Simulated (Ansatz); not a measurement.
# Scan of one atom of the cell for Au (fcc, Cu type)

Au (fcc, Cu type)

```
Au
1.0
    4.15726     0.00000     0.00000
    0.00000     4.15726     0.00000
    0.00000     0.00000     4.15726
Au
4
Direct
  0.00000   0.00000   0.00000
  0.50000   0.50000   0.00000
  0.50000   0.00000   0.50000
  0.00000   0.50000   0.50000
```

In each cell atom 3 (Au, nearest neighbour Au at 2.940 Å; its periodic images, 4.2 Å or more away, move with it) moves by s·(-0.707, -0.707, 0.000) (towards the nearest neighbour), the rest being held.

The numbers are results of PBE (plane waves to 420 eV, PAW, scalar-relativistic; Ansatz, an electronic-structure program), not measurements. k mesh 9×9×9 (Γ-centred), Fermi-Dirac smearing 0.05 eV. The energy includes the smearing's −TS. With partly filled bands, energies and forces of such displacements shift with the k mesh and the smearing. Au was relaxed with its symmetry unable to fall. Spin-orbit coupling is left out, though Au is heavy. The PAW data are Ansatz's earlier set. ΔE is measured from the undisplaced structure.

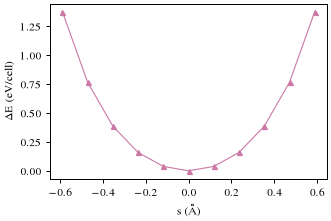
*ΔE (eV/cell) against s (Å); markers are the computed points, lines only join them.*

The force along the line at s = -0.590 Å comes out as 6.48 eV/Å. The energy at s = 0.590 Å is 1377 meV/cell. Symmetry of the curve: even: the same for both signs. Harmonic estimate at the end of the scan: ½ks² = 930 meV/cell against the computed 1377 meV/cell, so the well is stiffer than harmonic there. Shape of the curve: a single well with its minimum at or next to zero displacement.

With its periodic images moving along, the atom's site symmetry in this cell is m-3m.

(A displaced cell: forces are minus the slopes of the energy, force constants its curvatures, and phonons follow from these.)
